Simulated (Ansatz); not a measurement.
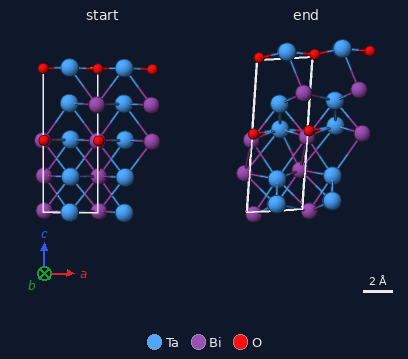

The structure of crystalline Ta₂Bi₂O (a generated structure, set up in P1) (coarse preliminary run) before (left) and after (right) a relaxation, at one scale.

Style: ball-and-stick. Shown: the cell of the calculation, repeated 2 × 1 × 1 with one cell outlined, along the b axis.

All numbers below come from DFT PBE, scalar-relativistic, plane waves, PAW in Ansatz 0.2.0. Settings: plane-wave cutoff 420 eV; k-point mesh 6 × 4 × 2; occupations gaussian; smearing width 0.2 eV; no spin polarisation; cell and atoms relaxed; force threshold 0.025 eV/Å; at most 60 steps.

Question: Describe what moved and what it gained.

Answer: The run was cut off at its time limit before the relaxation converged, so the last structure is only a point on the way. The largest move relative to the cell is that of a Ta atom, 0.57 Å along [−1 1 −3]. By element the largest moves are Ta 0.57 Å, Bi 0.48 Å, O 0.27 Å. The drawn cell changes as follows: a 3.814 → 3.875 Å (+1.6 %), b 5.201 → 5.134 Å (−1.3 %), c 10.109 → 10.657 Å (+5.4 %), α 89.3° → 90.1°, β 90.5° → 82.7°, γ 88.7° → 89.9°; the volume changes by +4.9 %. Among the contacts that change: Bi–Ta 3.200 → 4.131 Å, Bi–Ta 3.296 → 4.218 Å, Bi–Ta 3.137 → 3.956 Å, Ta–Ta 3.555 → 2.916 Å. New bonds form: Ta–Ta (3.56 → 2.92 Å). Among the angles between lasting bonds that change: Ta–O–Ta 174.7° → 162.9°, Ta–O–Ta 174.7° → 164.0°. The space group stays P1 (No. 1). The energy falls by 197 meV per atom in 6 geometry steps. Largest force component: 1.8 eV/Å at the start, 0.79 eV/Å at the end. The pressure goes from 5.16 to 0.92 GPa.
